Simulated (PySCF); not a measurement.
Bond curves of NaO, doublet (excess alpha electrons: πx +1), x2c-TZVPPall (sfX2C-1e), PySCF: energy from the separated fragments (atoms in their ground configurations, no counterpoise). One reference determinant with the occupation held, the lowest that a PBE0 search over spins and occupations found; no spin-orbit coupling. Splines pass through the computed points, which are marked. References: UKS for r2SCAN, M06-L, BLYP and LDA; UHF for HF and CCSD(T). Spin contamination grows along the curve for r2SCAN, BLYP and LDA.

Methods: CCSD(T), LDA, BLYP, HF, r2SCAN and M06-L.

Question: Order the curves at 1.85 Å.

Answer: LDA −3.11, M06-L −2.81, BLYP −2.61, r2SCAN −2.51, CCSD(T) −2.21, HF −0.61 eV, from lowest to highest.

Question: Give the computed values.

Answer: In eV:
```
bond length (Å)  CCSD(T)    LDA   BLYP     HF  r2SCAN  M06-L
           1.85    −2.21  −3.11  −2.61  −0.61   −2.51  −2.81
           1.93    −2.37  −3.24  −2.79  −0.77   −2.68  −2.98
           1.99    −2.43  −3.29  −2.86  −0.83   −2.74  −3.04
           2.05    −2.44  −3.29  −2.89  −0.84   −2.76  −3.06
           2.11    −2.42  −3.27  −2.89  −0.82   −2.75  −3.05
           2.20    −2.36  −3.20  −2.84  −0.75   −2.70  −3.00
           2.30    −2.25  −3.08  −2.75  −0.63   −2.59  −2.89
           2.42    −2.08  −2.92  −2.61  −0.45   −2.43  −2.73
```

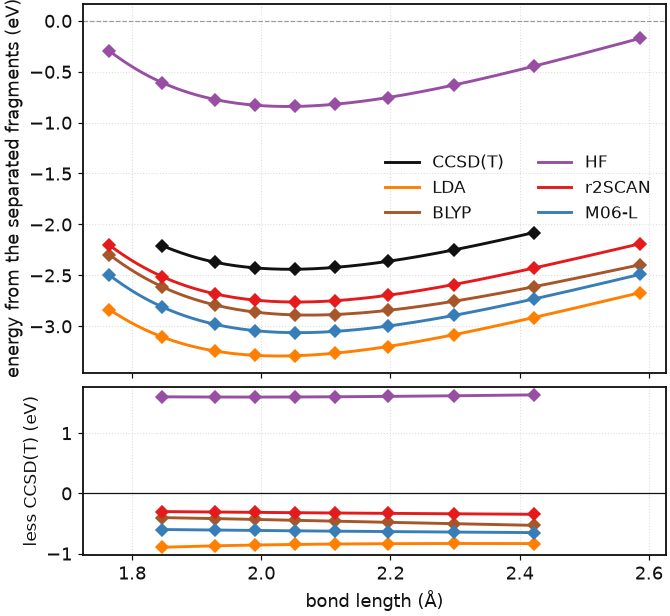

Limits of at least one run: lowest determinant of a PBE0 search, another state may lie lower.
